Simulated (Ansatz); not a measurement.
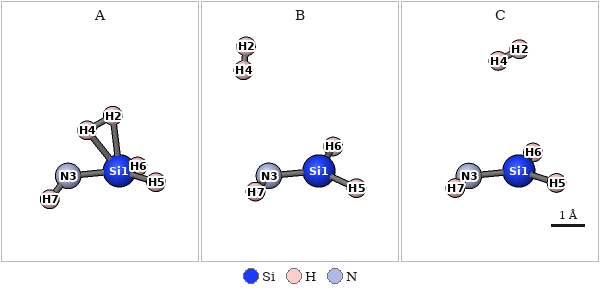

3 geometries from a converged minimum-energy path of SiNH₅, shuffled. Style: ball-and-stick. Shown at a tilt.

All numbers below come from RHF/def2-TZVP in Ansatz. Run with 5 movable images; climbing image; force threshold 0.03 eV/Å; iteration limit 60; starting path through a guess of the saddle point.

### One of them is the converged climbing image. Which?

A. In order along the path, whose images run from 0 to 6: A (image 2, +4.26 eV), C (image 4, +2.80 eV), B (image 5, +2.79 eV). Breaking: N3–H4 (0.99 → 1.53 at the top → 3.01 Å), Si1–H2 (1.48 → 1.75 at the top → 4.79 Å). Forming: H2–H4 (2.87 → 0.92 at the top → 0.74 Å).

Limits of the set-up: Hartree-Fock leaves out electron correlation.

The run took 42 s on 2 threads of Intel(R) Xeon(R) 6975P-C (Granite Rapids), on a shared host, peak memory 0.16 GiB.
